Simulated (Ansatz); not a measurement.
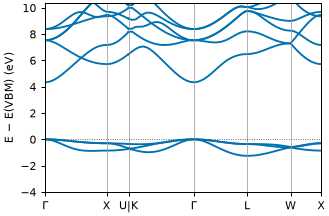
Figure: Band structure from the program Ansatz at the PBEsol level (PAW)

Question: Read off the gap and where the band edges lie.

Answer: About 4.3 eV (4.34 eV by a search for the band edges); maximum at Γ, minimum at Γ.

The material is KBr (rock salt, Fm-3m).

The cell was relaxed with PBEsol under the symmetry of its start. Spin–orbit coupling is left out wherever it is not named.

Potentials: the later of the program's two PAW sets.
